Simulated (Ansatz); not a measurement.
```cif
data_structure
_symmetry_space_group_name_H-M 'P 1'
_symmetry_Int_Tables_number 1
_cell_length_a 6.4933
_cell_length_b 6.4933
_cell_length_c 2.8342
_cell_angle_alpha 90.000
_cell_angle_beta 90.000
_cell_angle_gamma 90.000
_cell_volume 119.50
loop_
_atom_site_label
_atom_site_type_symbol
_atom_site_fract_x
_atom_site_fract_y
_atom_site_fract_z
_atom_site_occupancy
Fe1 Fe 0.39187 0.18690 0.50000 1
Fe2 Fe 0.89187 0.68690 0.00000 1
Fe3 Fe 0.60813 0.81310 0.50000 1
Fe4 Fe 0.10813 0.31310 0.00000 1
Fe5 Fe 0.18690 0.60813 0.50000 1
Fe6 Fe 0.68690 0.10813 0.00000 1
Fe7 Fe 0.31310 0.89187 0.00000 1
Fe8 Fe 0.81310 0.39187 0.50000 1
Pt1 Pt 0.00000 0.00000 0.50000 1
Pt2 Pt 0.50000 0.50000 0.00000 1
```

Space group I4/m; a structure generated by program, which may or may not match a known phase; changed on purpose from its base cell (volume × 0.94, shape and atoms relaxed); computed pressure about 13 GPa in this cell; spin-polarised.

These are results of DFT PBE, scalar-relativistic, plane waves, PAW in Ansatz, not measurements.

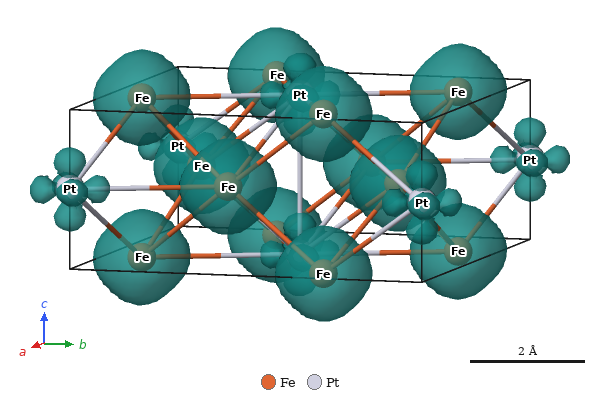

Fe$_{4}$Pt. Isosurface of the spin density (up minus down) at +0.2 e/Å³ (teal), seen slightly off an axis. Sticks mark near contacts.

### Which atoms carry the moments, and with what signs?

The spin density sits on Fe: +2.6 μB (×8) in one cell of 10 atoms, with smaller moments on other sites: Pt (up to +0.50 μB): parallel main moments (a ferromagnetic arrangement) in this solution. The cell of the calculation (5 atoms) carries 10.8 μB of net spin moment.
